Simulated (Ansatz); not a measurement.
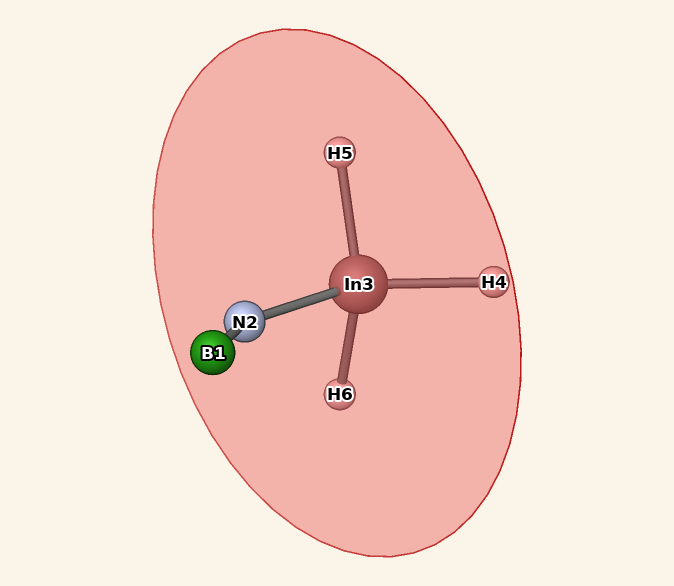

A disc through the centre of mass is drawn in. Depth is shown by fading: the farther an atom, the more it takes the colour of the background. Computed geometry: PBE0-D4/def2-TZVP optimisation. No frequency run is at hand to confirm it as a minimum.

> Is the plane of the disc a mirror plane of the structure?

No. The point group is Cs, with 1 mirror plane, and this plane isn't one of its mirror planes.
